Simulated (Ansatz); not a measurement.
```xyz
13

C    -2.6373    0.3745    0.5435
Ga   -0.7827    0.1474    1.2303
B     0.8740   -0.0812    0.0506
C     2.0774    0.5149   -0.7398
C     1.8802   -0.9886   -0.7196
H    -3.0568    1.3201    0.9268
H    -2.7055    0.3784   -0.5542
H    -3.2738   -0.4381    0.9334
H    -0.6269    0.1444    2.8082
H     1.8758    1.0603   -1.6705
H     2.9138    0.9437   -0.1735
H     2.5797   -1.6035   -0.1396
H     1.5404   -1.4872   -1.6361
```

Level of theory: RKS B3LYP/def2-SVP (Ansatz).

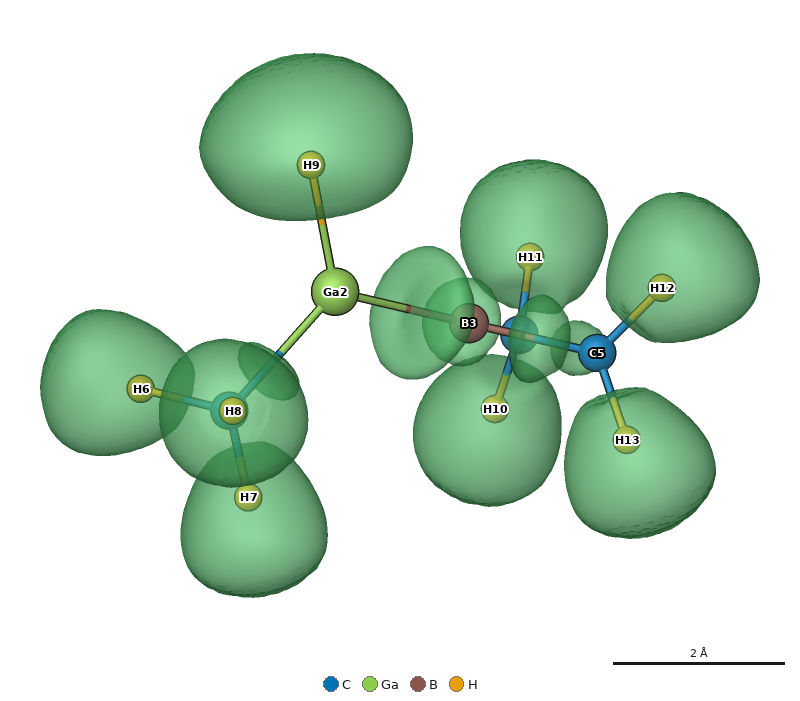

C3H8BGa. Isosurface of the electron localisation function at 0.85 (green), seen at an oblique angle. Core shells and regions of very low density are left out.

Describe the localisation domains.

The surface consists of two regions between bonded B–C atoms (shared pairs), one region between bonded C–C atoms (shared pairs), eight regions around hydrogen nuclei, one lobe of the valence shell of B pointing towards Ga (polar bonds) and one lobe of the valence shell of C pointing towards Ga (polar bonds).

Values along the shortest contacts:
C–C (1.52 Å): the ELF peaks at about 0.90 between the atoms; localised, covalent bonding. C–B (1.56 Å): the ELF peaks at about 0.90 between the atoms; a covalent bond.
